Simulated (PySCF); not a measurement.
## Electronic structure of C$_{4}$H$_{6}$NOSi (SMILES N#C[C]1CC[SiH2]O1) (doublet) in real space

```xyz
13

N     1.7854   -3.1309    0.5319
C     1.3163   -2.0787    0.3834
C     0.7133   -0.8621    0.2111
C    -0.7696   -0.6617    0.3030
C    -1.1021    0.6803   -0.3626
Si    0.5603    1.6191   -0.3038
O     1.4396    0.2430   -0.0267
H    -1.0494   -0.6338    1.3636
H    -1.3004   -1.5041   -0.1459
H    -1.4144    0.5147   -1.3943
H    -1.9301    1.1718    0.1418
H     0.7139    2.4947    0.8528
H     1.0328    2.1482   -1.5719
```

Geometry: GFN2-xTB.

These are results of UKS B3LYP, pcH-1 on C H N O Si, non-relativistic, mean-field spin-orbit, GIAO (PySCF), not measurements.

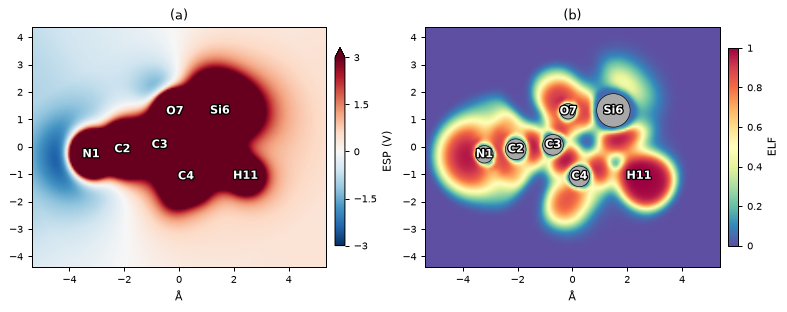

Figure 1. (a) molecular electrostatic potential; (b) ELF on the plane of atoms C2, C3 and C4. Grey discs cover the atomic cores in the ELF map.

What do the fields say about this system?

Atoms in the plane: N, C, Si, O and H. C–N (1.16 Å): the ELF peaks at about 0.90 between the atoms: a short, multiple covalent bond. C–O (1.34 Å): the ELF peaks at about 0.90 between the atoms: a shared but strongly polarised pair. C–C (1.37 Å): the ELF peaks at about 0.95 between the atoms, as expected for localised, covalent bonding. Si–O (1.66 Å): the ELF peaks at about 0.90 between the atoms: a polar covalent bond. C–C (1.50 Å): the ELF peaks at about 0.95 between the atoms: a shared electron pair. The ELF also peaks beside N1 and O7, away from the bonds: non-bonding electrons, paired or unpaired. Outside the dense part of the molecule the potential is most negative (−2.4 V) near N1.

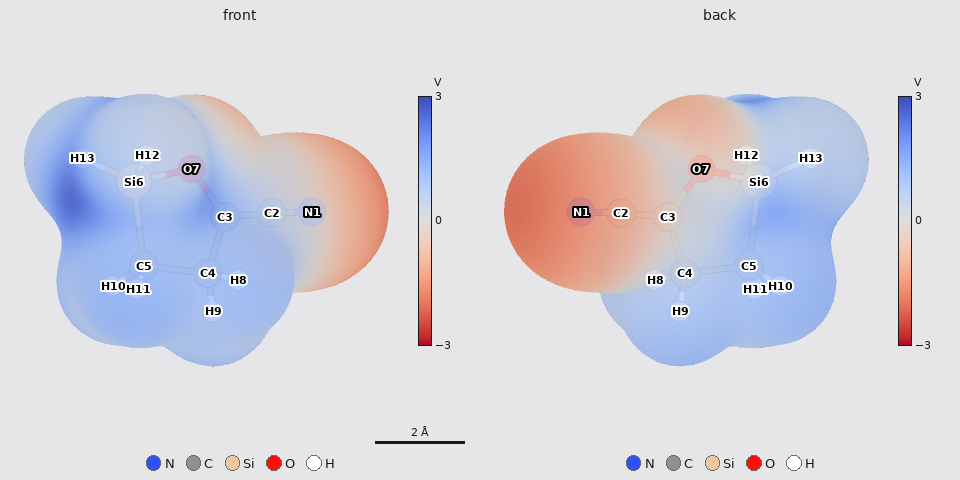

Figure 2. The molecular electrostatic potential painted on the density surface at 0.002 e/bohr³, seen from the front and from behind; red is negative and blue positive.

Which sites attract a positive test charge, and which a negative one?

A positive charge is drawn to the negative regions and a negative charge to the positive ones. The most negative region (about −2.0 V, or −46 kcal/mol for a unit charge) lies over N1, the most positive (about +2.4 V, or +55 kcal/mol for a unit charge) over Si6. N1 is the likeliest acceptor of a hydrogen bond.
